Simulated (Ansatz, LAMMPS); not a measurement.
## Amorphous polyacrylonitrile (as short chains C14N4H18) at 360 K (108 atoms): a single point

Aim: energy, forces, charges and density of states of amorphous polyacrylonitrile (as short chains C14N4H18) at 360 K (108 atoms) at a fixed geometry.

Method: Kohn-Sham DFT, PBE+D3(BJ), PAW (set soft_2), plane waves, in Ansatz 0.2.0.

**1. The starting structure**

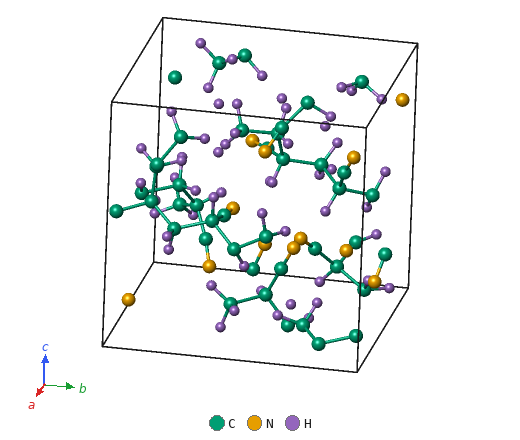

Start, viewed slightly off an axis; carbon teal, nitrogen orange, hydrogen purple. Bonds to atoms that aren't drawn are left out. Some periodic images of atoms are drawn too.

The cell holds 108 atoms: 42 C, 12 N and 54 H. Cell: a = 10.346 Å, b = 10.346 Å, c = 10.346 Å, α = 90.0°, β = 90.0°, γ = 90.0°. 3 polyacrylonitrile chains of 4 units with methyl end groups placed at random, at 1.09 g/cm³; overlaps pushed apart, then 20 ps at 800 K with MMFF94 bonds, angles, torsions, charges and radii (Halgren, J. Comput. Chem. 17, 490 (1996)) in harmonic and 12-6 forms. Snapshot after 30 ps at 360 K and fixed volume.

Before any run, some limits are plain. The network of contacts between molecules at the start is that of the classical potential that made the cell, and needn't be the one that DFT or experiment would give. The density was typed from a rule of thumb and may lie off the real one at this temperature. Only the Γ point is sampled, in a cell whose shortest periodic width is 10 Å.

**2. Making the structure**

A classical potential supplies the starting structure, since it reaches far longer times than DFT.

This step: classical MD, MMFF94 bonds, angles, torsions, charges and radii (Halgren, J. Comput. Chem. 17, 490 (1996)) in harmonic and 12-6 forms; charges of ions scaled by 0.8 (LAMMPS 22 Jul 2025 - Update 4).

in.lmp reads:

```
# amorphous polyacrylonitrile
units real
atom_style full
boundary p p p
bond_style harmonic
angle_style harmonic
dihedral_style opls
improper_style harmonic
special_bonds lj 0 0 0.5 coul 0 0 0.75
read_data data.lmp
neigh_modify delay 0 every 1 check yes one 4000
comm_modify cutoff 12.0
timestep 0.5
thermo_style custom step time temp pe press density
thermo_modify norm yes
# push overlapping molecules apart
pair_style soft 2.6
pair_coeff * * 0.0
variable a equal ramp(1,60)
fix ad all adapt 1 pair soft a * * v_a
velocity all create 800 652225 mom yes dist gaussian
fix lim all nve/limit 0.03
fix lan all langevin 800 800 50 652226 zero yes
thermo 1000
run 3000 post no
unfix ad
pair_style lj/cut/coul/long 9.0
pair_modify mix arithmetic tail yes
pair_coeff 1 1 0.0678 3.3680   # C
pair_coeff 2 2 0.0678 3.5530   # C
pair_coeff 3 3 0.0721 3.3270   # N
pair_coeff 4 4 0.0216 2.5400   # H
kspace_style pppm 1.0e-4
thermo 100
# [... 16 lines left out ...]
compute msd all msd com yes
thermo 7500
fix md all nvt temp 360 360 100
run 30000 post no
print "== T360: mean square displacement over the hold $(c_msd[4]:%.2f) A^2"
unfix md
uncompute msd
write_dump all custom T360.dump id type xs ys zs modify sort id
```

On the command line:

```sh
$ lmp -in in.lmp -log none -nocite
```

Numbers of over 12 decimals in the logs are rounded to 6 here.

What it wrote:

```text
LAMMPS (22 Jul 2025 - Update 4)
Reading data file ...
  orthogonal box = (0 0 0) to (10.34621 10.34621 10.34621)
  108 atoms
  orthogonal box = (0 0 0) to (10.34621 10.34621 10.34621)
  105 bonds
  192 angles
  243 dihedrals
   Step          Time           Temp          PotEng         Press         Density
         0   0              800            0.6328071     -10494.145      1.0899999
      1000   500            585.61407      2.4573994      20899.642      1.0899999
      2000   1000           587.37947      2.7454456      24845.769      1.0899999
      3000   1500           654.41484      2.6269611      50493.382      1.0899999
WARNING: Bond/angle/dihedral extent > half of periodic box length
Loop time of 0.266697 s on 1 MPI rank(s) for 3000 steps with 108 atoms
PPPM initialization ...
  G vector (1/distance) = 0.27641437
  grid = 5 5 5
  estimated relative force accuracy = 3.2083384e-05
[... 28 lines left out ...]
Loop time of 7.95799 s on 1 MPI rank(s) for 20000 steps with 108 atoms
WARNING: Bond/angle/dihedral extent > half of periodic box length
   Step          Time           Temp          PotEng         Press         Density
[... 4 lines left out ...]
WARNING: Bond/angle/dihedral extent > half of periodic box length
Loop time of 7.72282 s on 1 MPI rank(s) for 20000 steps with 108 atoms
WARNING: Bond/angle/dihedral extent > half of periodic box length
   Step          Time           Temp          PotEng         Press         Density
[... 2 lines left out ...]
     52500   51500          356.80016     -0.022673292    3527.6586      1.0899999
     60000   59000          396.00357      0.14108232     27520.655      1.0899999
     67500   66500          341.34997      0.10904148     20338.077      1.0899999
     72000   71000          331.04009      0.065199611   -2345.8643      1.0899999
WARNING: Bond/angle/dihedral extent > half of periodic box length
Loop time of 11.3552 s on 1 MPI rank(s) for 30000 steps with 108 atoms
== T360: mean square displacement over the hold 0.70 A^2
```

Run time: 28 s. Hardware: 1 thread of Arm Neoverse V2, shared host; peak memory 0.12 GiB.

The input also reads data.lmp (atoms, bonds and types; not printed here).

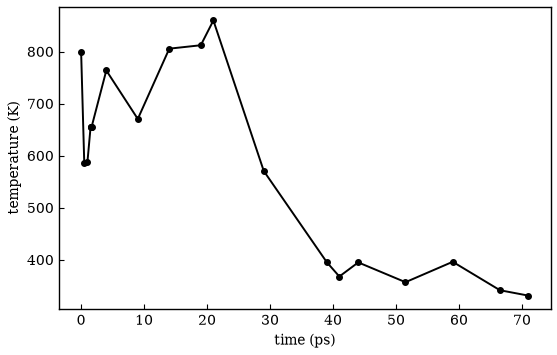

Temperature, plotted against time.

**3. Plane-wave single point**

One self-consistent run at the given positions yields energy and forces.

input.yaml reads:

```yaml
crystal:
  lattice:
    - [10.34621, 0.0, 0.0]
    - [0.0, 10.34621, 0.0]
    - [0.0, 0.0, 10.34621]
  atoms:
    - { symbol: C, position: [0.29437, 0.84302, 0.92806] }
    - { symbol: C, position: [0.23245, 0.87163, 0.05946] }
    - { symbol: C, position: [0.1596, 0.74777, 0.11587] }
    - { symbol: C, position: [0.24125, 0.67466, 0.20964] }
    - { symbol: "N", position: [0.31842, 0.63169, 0.2732] }
    - { symbol: C, position: [0.03895, 0.79598, 0.17901] }
    - { symbol: C, position: [0.9358, 0.83356, 0.07671] }
    - { symbol: C, position: [0.8923, 0.96998, 0.10923] }
    - { symbol: "N", position: [0.85146, 0.06772, 0.14753] }
    - { symbol: C, position: [0.81622, 0.74732, 0.10289] }
    - { symbol: C, position: [0.73874, 0.71776, 0.98262] }
    - { symbol: C, position: [0.81826, 0.63532, 0.89845] }
    - { symbol: "N", position: [0.89002, 0.58698, 0.82095] }
    - { symbol: C, position: [0.60989, 0.64896, 0.02102] }
    - { symbol: C, position: [0.59368, 0.55472, 0.1305] }
    - { symbol: C, position: [0.61832, 0.61596, 0.25177] }
    - { symbol: "N", position: [0.64305, 0.66631, 0.35] }
    - { symbol: C, position: [0.68158, 0.43535, 0.10987] }
    - { symbol: H, position: [0.32577, 0.92933, 0.87666] }
    - { symbol: H, position: [0.38184, 0.78058, 0.92939] }
    - { symbol: H, position: [0.22738, 0.79199, 0.86314] }
    - { symbol: H, position: [0.30686, 0.89932, 0.12581] }
    - { symbol: H, position: [0.16181, 0.95598, 0.05137] }
    - { symbol: H, position: [0.13358, 0.67766, 0.03792] }
    - { symbol: H, position: [0.98083, 0.72774, 0.24286] }
    - { symbol: H, position: [0.07633, 0.88172, 0.23304] }
    - { symbol: H, position: [0.97004, 0.83327, 0.97837] }
    - { symbol: H, position: [0.84864, 0.65263, 0.14437] }
    - { symbol: H, position: [0.74996, 0.78651, 0.17573] }
    - { symbol: H, position: [0.72055, 0.80698, 0.92934] }
    - { symbol: H, position: [0.59054, 0.58859, 0.93525] }
    - { symbol: H, position: [0.53407, 0.71597, 0.03129] }
    - { symbol: H, position: [0.49736, 0.51919, 0.10941] }
    - { symbol: H, position: [0.66771, 0.35528, 0.17252] }
    - { symbol: H, position: [0.78016, 0.46958, 0.12003] }
    - { symbol: H, position: [0.67757, 0.39854, 0.01062] }
    - { symbol: C, position: [0.94406, 0.6132, 0.49456] }
    - { symbol: C, position: [0.92878, 0.48768, 0.42478] }
    - { symbol: C, position: [0.85513, 0.38373, 0.50445] }
    - { symbol: C, position: [0.71585, 0.40352, 0.48108] }
    - { symbol: "N", position: [0.60366, 0.41601, 0.47244] }
    - { symbol: C, position: [0.88545, 0.24226, 0.46736] }
    - { symbol: C, position: [0.81408, 0.1362, 0.54307] }
    - { symbol: C, position: [0.87073, 0.01039, 0.5095] }
    - { symbol: "N", position: [0.93597, 0.92808, 0.46794] }
    - { symbol: C, position: [0.81327, 0.14941, 0.68797] }
    - { symbol: C, position: [0.94854, 0.17879, 0.74561] }
    - { symbol: C, position: [0.01257, 0.05861, 0.76554] }
    - { symbol: "N", position: [0.06047, 0.96072, 0.78594] }
    - { symbol: C, position: [0.9324, 0.26331, 0.86145] }
    - { symbol: C, position: [0.05653, 0.33682, 0.9] }
    - { symbol: C, position: [0.04098, 0.39764, 0.02732] }
    - { symbol: "N", position: [0.03233, 0.43874, 0.13128] }
    - { symbol: C, position: [0.18544, 0.26202, 0.90557] }
    - { symbol: H, position: [0.96332, 0.5983, 0.59518] }
    - { symbol: H, position: [0.84823, 0.67029, 0.48996] }
    - { symbol: H, position: [0.01565, 0.68477, 0.45749] }
    - { symbol: H, position: [0.01638, 0.44661, 0.38353] }
    - { symbol: H, position: [0.87748, 0.51942, 0.34172] }
    - { symbol: H, position: [0.87731, 0.39022, 0.60919] }
    - { symbol: H, position: [0.99737, 0.23639, 0.47385] }
    - { symbol: H, position: [0.85615, 0.21795, 0.3698] }
    - { symbol: H, position: [0.71359, 0.13218, 0.51225] }
    - { symbol: H, position: [0.75688, 0.07757, 0.7342] }
    - { symbol: H, position: [0.75601, 0.2362, 0.70101] }
    - { symbol: H, position: [0.00931, 0.23349, 0.67517] }
    - { symbol: H, position: [0.8806, 0.21323, 0.94166] }
    - { symbol: H, position: [0.86106, 0.34376, 0.83822] }
    - { symbol: H, position: [0.08161, 0.41187, 0.8338] }
    - { symbol: H, position: [0.17423, 0.18443, 0.97457] }
    - { symbol: H, position: [0.22901, 0.2313, 0.81613] }
    - { symbol: H, position: [0.2584, 0.32646, 0.95322] }
    - { symbol: C, position: [0.48716, 0.41807, 0.75134] }
    - { symbol: C, position: [0.42897, 0.54756, 0.73191] }
    - { symbol: C, position: [0.35719, 0.55835, 0.6036] }
    - { symbol: C, position: [0.24696, 0.47472, 0.59978] }
    - { symbol: "N", position: [0.16146, 0.39872, 0.59453] }
    - { symbol: C, position: [0.30739, 0.69916, 0.57819] }
    [... 24 atom lines left out ...]
    - { symbol: H, position: [0.3006, 0.15215, 0.54941] }
    - { symbol: H, position: [0.43787, 0.23562, 0.46883] }
    - { symbol: H, position: [0.22782, 0.29765, 0.39504] }
    - { symbol: H, position: [0.1339, 0.09636, 0.40196] }
    - { symbol: H, position: [0.09216, 0.16544, 0.2428] }
    - { symbol: H, position: [0.19342, 0.03384, 0.27015] }
kpoints:
  mp_grid: { grid: [1, 1, 1] }
hamiltonian:
  xc: pbe
  dispersion: d3bj
scf:
  occupations: { method: fixed }
output:
  forces: true
  stress: true
  populations: true
  dos:
    method: { smearing: { sigma: 0.08 } }
    de: 0.1
    projected: { site_lists: { C: [C], H: [H], "N": ["N"] } }
  eigenvalues: true
  write_density: true
  write_potential: true
  volumetric_format: npy
```

On the command line:

```sh
$ ansatz run input.yaml --threads 8 --pin off --max-ram 15872MiB --backend cpu --events-out ev --progress --plain --runs-dir out
```

What it wrote:

```text
Engine: ansatz 0.2.0, aarch64-unknown-linux-gnu
Pseudopotentials: kind: paw
Pseudopotential: C, paw, valence charge 4, recommended cutoff 420 eV (normal), C.paw.azcp
Pseudopotential: N, paw, valence charge 5, recommended cutoff 420 eV (normal), N.paw.azcp
Pseudopotential: H, paw, valence charge 1, recommended cutoff 420 eV (normal), H.paw.azcp
Functional definition: PBE
  parameter kappa = 0.804
  parameter beta = 0.066725
  exchange = pbe_x(kappa = kappa, mu = beta*pi^2/3)
  correlation = pbe_c(beta = beta)
Crystal: 108 atoms, lattice volume = 1107.500 Å³
Basis set: ecut = 420 eV, 21631 PW (Γ), exchange–correlation on 144×144×144 points (8 copies of the dense FFT grid, shifted against one another)
Bands: 249, of which v1, the nominal top of the filled ones, is band 141 counted from 1 (140 counted from 0)
Symmetry: 1 space group operations
Space group: P1 (ITA 1), of the structure as read, at distance tolerance 1.0e-4 Å
k-points: 1
Non-local potential: C, projectors of the file, l = 0: 2, l = 1: 2, l = 2: 1
Non-local potential: N, projectors of the file, l = 0: 2, l = 1: 2, l = 2: 1
Non-local potential: H, projectors of the file, l = 0: 2, l = 1: 1
PAW form: soft (Blöchl's): semilocal exchange-correlation on the pseudo side does not see the compensation charge
PAW one-centre angular grid: C, 110 points (default); XC on 64 Gauss nodes
PAW one-centre angular grid: N, 110 points (default); XC on 64 Gauss nodes
PAW one-centre angular grid: H, 110 points (default); XC on 64 Gauss nodes
Initial density: superposition of atomic densities (neutral atoms: chi_scale 0, normalization atom), corrected by the library's trained network
Initial wavefunctions: pseudopotential atomic-orbital guess
Functional: x = pbe(κ = 0.804, μ = 0.219515), c = pbe(β = 0.066725)
SCF iter   1: F=—  HF=-16006.485207 eV  |F-HF|=—  |Δ(HF+E_count)|=         —  Δρ=5.15e-3  dr2=4.42e-1  ethr=1.77e-3  ⟨swp⟩=5.0  Hψ=868  notcnv=0  defer=104
preconditioner: auto → Resta (q_TF=auto, 2.172 Å⁻¹)  ε∞=2.5  [insulator: Δε(μ)=5.907 eV  Ē_g=15.072 eV  n_scr=178 (ndim 8)  ℏωp=18.7 eV  f_vac=0.184  ε∞_Penn≈2.5]
SCF iter   2: F=—  HF=-16006.449246 eV  |F-HF|=—  |Δ(HF+E_count)|=   3.60e-2  Δρ=2.83e-3  dr2=9.54e-2  ethr=1.57e-4  ⟨swp⟩=2.0  Hψ=428  notcnv=0  defer=105
SCF iter   3: F=—  HF=-16006.448603 eV  |F-HF|=—  |Δ(HF+E_count)|=   6.43e-4  Δρ=1.47e-3  dr2=3.14e-2  ethr=3.38e-5  ⟨swp⟩=3.0  Hψ=288  notcnv=0  defer=106
SCF iter   4: F=—  HF=-16006.449682 eV  |F-HF|=—  |Δ(HF+E_count)|=   1.08e-3  Δρ=4.66e-4  dr2=3.27e-3  ethr=1.11e-5  ⟨swp⟩=3.0  Hψ=289  notcnv=0  defer=106
SCF iter   5: F=—  HF=-16006.450197 eV  |F-HF|=—  |Δ(HF+E_count)|=   5.15e-4  Δρ=2.10e-4  dr2=5.95e-4  ethr=1.16e-6  ⟨swp⟩=2.0  Hψ=281  notcnv=0  defer=106
SCF iter   6: F=—  HF=-16006.450268 eV  |F-HF|=—  |Δ(HF+E_count)|=   7.11e-5  Δρ=1.38e-4  dr2=2.58e-4  ethr=2.11e-7  ⟨swp⟩=2.0  Hψ=288  notcnv=0  defer=106
SCF iter   7: F=—  HF=-16006.450231 eV  |F-HF|=—  |Δ(HF+E_count)|=   3.68e-5  Δρ=2.97e-5  dr2=1.15e-5  ethr=9.16e-8  ⟨swp⟩=2.0  Hψ=282  notcnv=0  defer=106
SCF iter   8: F=—  HF=-16006.451317 eV  |F-HF|=—  |Δ(HF+E_count)|=   1.09e-3  Δρ=2.25e-5  dr2=6.80e-6  ethr=4.09e-9  ⟨swp⟩=2.0  Hψ=386  notcnv=0  defer=106
SCF iter   9: F=—  HF=-16006.451316 eV  |F-HF|=—  |Δ(HF+E_count)|=   6.40e-7  Δρ=5.15e-6  dr2=2.77e-7  ethr=2.41e-9  ⟨swp⟩=2.0  Hψ=283  notcnv=0  defer=106
SCF iter  10: F=-16006.451317 eV  HF=-16006.451317 eV  |F-HF|=8.89e-9  |Δ(HF+E_count)|=   2.11e-7  Δρ=2.11e-6  dr2=5.78e-8  ethr=3.55e-11  ⟨swp⟩=22.0  Hψ=2377  notcnv=0
SCF 1 converged in 10 iterations: F = -16006.451317 eV  dr2 = 5.78e-8
  greatest PAW one-centre occupation: 0.846 electrons in one spin orbital (limit 2), on the N atom at site 4 (counted from 0), in its partial waves of l = 0
WARN: The input density's exchange-correlation potential varies sharply where the density is thin. Do not read a vacuum level from v_tot or v_xc, or from such a field of the output density. On a cell that repeats whose density bears no net charge and no dipole along the vacuum's axis use v_es (v_loc + v_h of the components); [...]
SCF converged after 10 iterations
Free energy (F): -16006.451317 eV
Harris-Foulkes:  -16006.451317 eV  (|F-HF|=8.89e-9)
Internal energy: -16006.451317 eV  (E = F + TS)
E sigma→0 (E₀):  -16006.451317 eV
Fermi energy:    -1.609507 eV
--- Per-component energies (eV) ---
  E_band       = -2004.258979
  E_kinetic    = 6083.085715
  E_local      = -17374.770205  (includes V_loc(G=0)·N_el)
  E_nonlocal   = 1812.024905
  E_hartree    = 6017.524440
  E_xc         = -3201.016359
  E_vxc        = -4005.796072  (∫ρ·V_xc dr)
  E_paw        = -5730.532256  (= ΣΔE_a)
  E_vpaw       = -553.779927  (= ΣTr[D̂ρ^β])
  E_aug_tail   = -0.072571  (compensation charges beyond the density's cutoff)
  E_ewald      = -3605.878699
  E_disp       = -6.816287  (pairwise vdW)
  E_smearing   = -0.000000  (= −TS)
  E_closure    = 0.000000  (closes the sum)
  Σ components = -16006.451317   (vs F -16006.451317, Δ=0.00e0)
--- Forces (eV/Å), atoms counted from 1 ---
  atom   1  C      0.28342069    -0.61904375    -0.35054881
  atom   2  C     -0.72705356    -0.70967062    -1.02944130
  atom   3  C      0.70259324    -0.71684415    -0.32595586
  atom   4  C     -3.10988693     2.71400986    -3.69262367
  atom   5  N      2.95025720    -2.03874376     2.89642669
  atom   6  C     -0.90644495     0.33776392     1.04762108
  atom   7  C     -1.13676300     1.78944327     2.10843531
  atom   8  C      0.11670700    -0.88042349    -0.29937926
  atom   9  N      0.27701747    -0.07602449    -0.26337641
  atom  10  C      0.47805707    -0.62135082    -0.07492971
  atom  11  C     -0.11775605    -1.04137016     0.81557379
  atom  12  C      2.24503014    -0.83303568    -2.93063321
  atom  13  N     -2.42404367     1.25552937     2.73599439
  atom  14  C      0.78359506    -0.50210427    -2.30575167
[...]
atom 107  H     -0.17741621     0.28677349     0.19962899
  atom 108  H      0.93938202    -1.14917569    -1.04698781
  max |Σ_I F_I| component: 1.08e-4 eV/Å
--- Stress (GPa, compression-positive) ---
        0.249092      -1.159481       0.755941
       -1.159481       1.103320      -1.200641
        0.755942      -1.200641       1.993673
  P = ⅓ Tr σ = 1.1154 GPa (11.154 kbar)
--- Band table (eV) ---
  k-point 0: bands = ["-17.5625", "-17.5429", "-17.4413", "-17.3429", [... 233 levels ...], "10.6615", "10.6846", "10.7188", "10.8791", "10.8995", "10.9617", "10.9775", "11.0136", "11.1467", "11.1966", "11.2666", "11.3306"]
--- Löwdin populations: 108 sites ---
  site symbol       q [e]
     0      C      4.4428
     1      C      4.2478
     2      C      4.1256
[...]
107      H      0.8204
  spilling = 0.012175 (of n_electrons = 282.000000)
```

Wall time 6.4 s (8 threads of Arm Neoverse V2, shared host); peak memory 1.2 GiB.

In the SCF lines HF is the Harris–Foulkes energy and dr2 the Hartree energy of the density residual, in eV; the loop may stop once dr2 is under the threshold and the program's other checks hold. Hψ counts applications of the Hamiltonian.

The program notes that the exchange-correlation potential is rough where the density is thin.

Numbers from this run:

```
free energy                                      : -16006.4513 eV
free energy per atom                             : -148.2079 eV/atom
SCF cycles                                       : 10
pressure                                         : 1.115 GPa
r.m.s. force component                           : 0.9717 eV/Å
longest force                                    : 5.538 eV/Å
Fermi energy                                     : -1.61 eV
gap (highest filled to lowest empty level) : 5.701 eV
spilling of the projection                       : 0.01218
```

Neighbours are counted within 1.34 Å (H-C), 1.85 Å (C-C), 1.62 Å (C-N).

Length of the force by element and coordination:

| element | coordination | atoms | mean length of the force (eV/Å) | spread | least | most |
| --- | --- | --- | --- | --- | --- | --- |
| C | all | 42 | 1.74 | 1.02 | 0.563 | 5.54 |
| C | 2 | 12 | 2.15 | 1.55 | 0.563 | 5.54 |
| C | 4 | 30 | 1.57 | 0.625 | 0.596 | 2.99 |
| H | all | 54 | 0.956 | 0.440 | 0.245 | 1.82 |
| N | all | 12 | 1.98 | 1.56 | 0.262 | 4.76 |

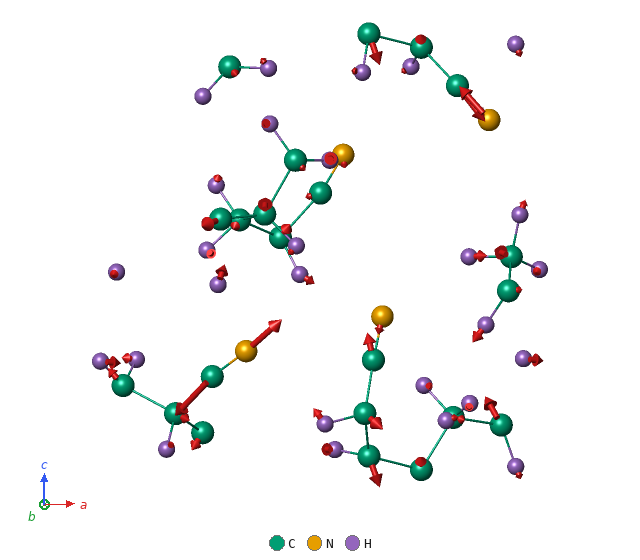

Forces as arrows; the longest in the cell is 5.54 eV/Å. Drawn is a slice 4 Å thick, seen along the normal of the ac plane. Bonds to atoms that aren't drawn are left out.

Löwdin charges by element and coordination (they lack the spilled electrons, 0.032 e an atom on average):

| element | coordination | atoms | mean charge (e) | spread | least | most |
| --- | --- | --- | --- | --- | --- | --- |
| C | all | 42 | -0.115 | 0.222 | -0.455 | 0.224 |
| C | 2 | 12 | 0.2 | 0.0137 | 0.175 | 0.224 |
| C | 4 | 30 | -0.241 | 0.117 | -0.455 | -0.117 |
| H | all | 54 | 0.199 | 0.0222 | 0.164 | 0.248 |
| N | all | 12 | -0.208 | 0.0173 | -0.245 | -0.173 |

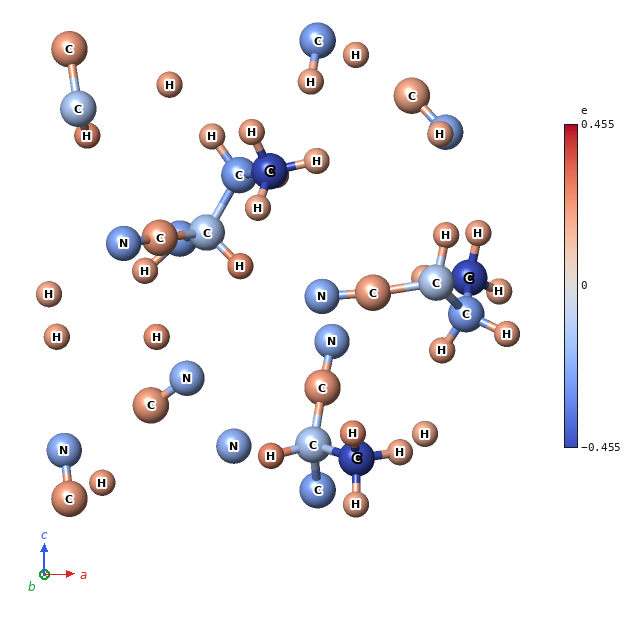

Atoms coloured by Löwdin charge. Drawn is a slice 4 Å thick, seen along the normal of the ac plane. Bonds to atoms that aren't drawn are left out.

(Continued in part 2 of 2.)

[Logs are printed without paths, hosts, clocks, repeated set-up lines and the standing remarks that a program may print on its own settings, such as how far it seeks lower states.]

[Hosts, paths, dates, database ids (printed as entryN), source tags and the programs' standing remarks are cut or masked in the printed files.]

[The MMFF94 radii named for the starting cell were scaled by 0.96; in molecules described by MMFF94, hydrogen bound to N, O or S took a small fixed 12-6 site in their place.]
